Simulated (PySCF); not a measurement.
# CH2NOSi (SMILES O=C=N[SiH2]): U-wB97X-V/pc-1 (nlc grid 1)

What is the vertical ionisation energy of CH2NOSi at U-wB97X-V/pc-1 (nlc grid 1)? The job is set up through a Python script.

The results are computed with PySCF 2.14.0.

### Step 1. The molecule

The species is CH2NOSi (6 atoms), meant as a doublet with charge 0. As SMILES, `O=C=N[SiH2]`. Geometry: relaxed at PBE0-D4/def2-TZVP.

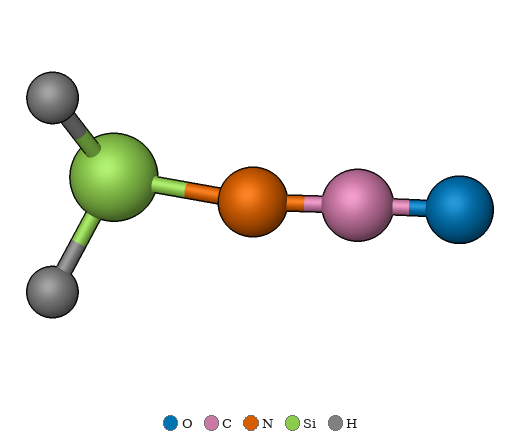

The structure, seen from a chosen angle (oxygen blue, carbon pink, nitrogen orange, silicon green, hydrogen grey).

### Step 2. The energy at U-wB97X-V/pc-1 (nlc grid 1)

The input, job.py:

```python
from pyscf import gto, dft

molecule = gto.M(
    atom='''
O      1.089700    -2.025700     1.610400
C      0.648500    -1.177800     0.945400
N      0.216300    -0.284900     0.279200
Si    -0.683300     0.591600    -0.875300
H      0.261300     1.214200    -1.839100
H     -1.490500     1.618700    -0.166800
''',
    verbose=3,
    charge=0,
    spin=1,
    max_memory=1860,
    basis='pc-1',
)

ks = dft.UKS(molecule)
ks.xc = 'wb97x-v'
ks.nlcgrids.level = 1
ks.grids.level = 4
ks.conv_tol = 1e-10
ks.kernel()
if not ks.converged:
    ks = ks.newton().run(ks.mo_coeff, ks.mo_occ)

energy = ks.e_tot
print('E = %.10f Eh' % energy)
```

On the command line:

```console
OMP_NUM_THREADS=1 python job.py
```

Standard output:

```text
WARN: HOMO -0.145423483801857 >= LUMO -0.145423483801859

converged SCF energy = -458.622524727742  <S^2> = 0.75210389  2S+1 = 2.0021028
E = -458.6225247277 Eh
```

Run time: 59 s. Hardware: 1 thread of Arm Neoverse V1, shared host; peak memory 0.36 GiB.

### Step 3. The singlet cation

The input, input.xyz:

```xyz
6
CH2NOSi
O      1.089700    -2.025700     1.610400
C      0.648500    -1.177800     0.945400
N      0.216300    -0.284900     0.279200
Si    -0.683300     0.591600    -0.875300
H      0.261300     1.214200    -1.839100
H     -1.490500     1.618700    -0.166800
```

The input, input.py:

```python
from pyscf import gto, dft

molecule = gto.M(
    atom='input.xyz',
    charge=1,
    basis='pc-1',
    max_memory=1860,
    verbose=3,
)

ks = dft.RKS(molecule)
ks.xc = 'wb97x-v'
ks.conv_tol = 1e-10
ks.grids.level = 4
ks.nlcgrids.level = 1
ks.kernel()
if not ks.converged:
    ks = ks.newton().run(ks.mo_coeff, ks.mo_occ)

energy = ks.e_tot
print('E(%s) = %.9f' % ('WB97X-V', energy))
```

On the command line:

```console
OMP_NUM_THREADS=1 python input.py
```

Standard output:

```text
converged SCF energy = -458.307610480574
E(WB97X-V) = -458.307610481
```

Wall time 49 s (1 thread of Arm Neoverse V1, shared host); peak memory 0.35 GiB.

### Step 4. Outcome

Level: U-wB97X-V/pc-1 (nlc grid 1).

```
                                           quantity          value
                      doublet CH2NOSi: total energy  -458.62252 Eh
                     doublet CH2NOSi: dipole moment         2.00 D
doublet CH2NOSi: HOMO energy (highest over α and β)       -8.48 eV
 doublet CH2NOSi: LUMO energy (lowest over α and β)       -1.09 eV
                              doublet CH2NOSi: ⟨S²⟩          0.752
                       singlet cation: total energy  -458.30761 Eh
                        singlet cation: HOMO energy      -17.05 eV
                        singlet cation: LUMO energy       -8.56 eV
                      singlet cation: HOMO–LUMO gap        8.49 eV
 vertical ionisation energy (to the singlet cation)       8.569 eV
```

In words: The vertical ionisation energy comes to 8.57 eV (198 kcal/mol). Only the singlet of the ionised species was computed; a triplet could lie lower. Mulliken charges (doublet CH2NOSi) run from -0.63 on N3 to +0.59 on C2.
